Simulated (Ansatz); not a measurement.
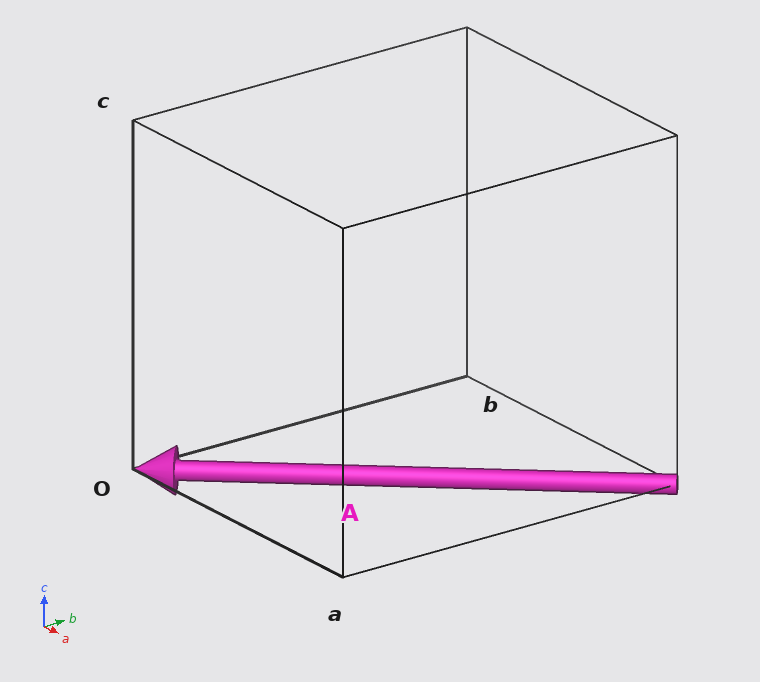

Crystal: LiSi₂B₃, coordinates from a relaxation with DFT PBE, scalar-relativistic, plane waves, PAW in Ansatz 0.2.0; the starting structure was generated, so it need not be a known form of this composition. The arrow starts at a corner of the unit cell and ends on its surface; where a tip isn't a corner, dashed lines run from it parallel to the axes. All values are computed from the atomic coordinates in the standard setting (tolerance 0.002 Å).

a = 4.893 Å, b = 4.893 Å, c = 3.182 Å, α = 90.00°, β = 90.00°, γ = 120.00°.

### Give [uvw] of the arrow.

Arrow A runs from (1, 1, 0) to (0, 0, 0), so [−1 −1 0], in four indices [−1 −1 2 0].

### How long is the vector ua + vb + wc?

4.893 Å.
